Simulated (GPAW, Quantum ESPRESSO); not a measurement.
The Al K edge of atom 1 in Al (Aluminum, Fm-3m), with 12 Al at 2.86 Å (cuboctahedral, site symmetry m-3m), was computed in 2 ways: excited-electron core hole (neutral cell) and no core hole. Program and functional: Quantum ESPRESSO XSpectra, LDA, Lorentzian half width 0.3 eV up to 4 eV, rising linearly to 2.5 eV at 25 eV; cells of 1 and 16 atoms (the run without a hole in the smaller).

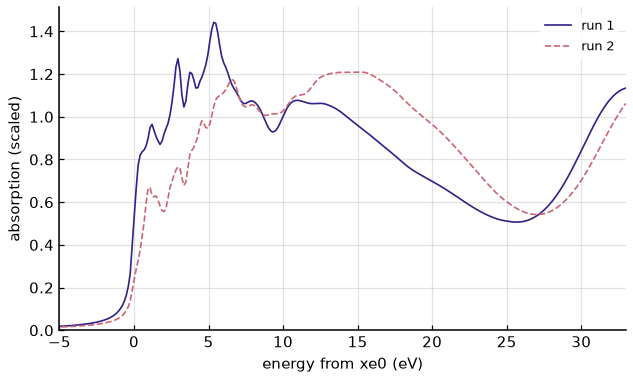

Each run is counted from its own lowest empty level or Fermi level and scaled to a mean of 1 over its first 20 eV.

Q: Which run is which?

Run 1: excited-electron core hole (neutral cell) (area from −2 to 6 eV 6.8, main maxima 1.2 eV (0.96), 2.9 eV (1.27), 3.8 eV (1.21), 5.4 eV (1.44) and 11.0 eV (1.08)). Run 2: no core hole (area from −2 to 6 eV 4.6, main maxima 1.1 eV (0.67), 2.9 eV (0.77), 4.6 eV (0.98), 6.6 eV (1.17) and 15.2 eV (1.21)). With each curve scaled to its own mean, the area from −2 to 6 eV with the hole is 6.8 against 4.6, and the centre of weight from −1 to 20 eV moves by -1.4 eV: the hole pulls the absorber's empty states down.

[Hosts, paths, dates, database ids (printed as entryN), source tags and the programs' standing remarks are cut or masked in the printed files.]

[Lists of maxima count a maximum above −3 eV only where it reaches 4 % of the highest in the window and stands out from its surroundings by 2 % of it (1.5 % where it reaches 55 %); shoulders and weaker maxima are passed over, and of the rest the first, up to two pre-edge ones and the few strongest are named.]
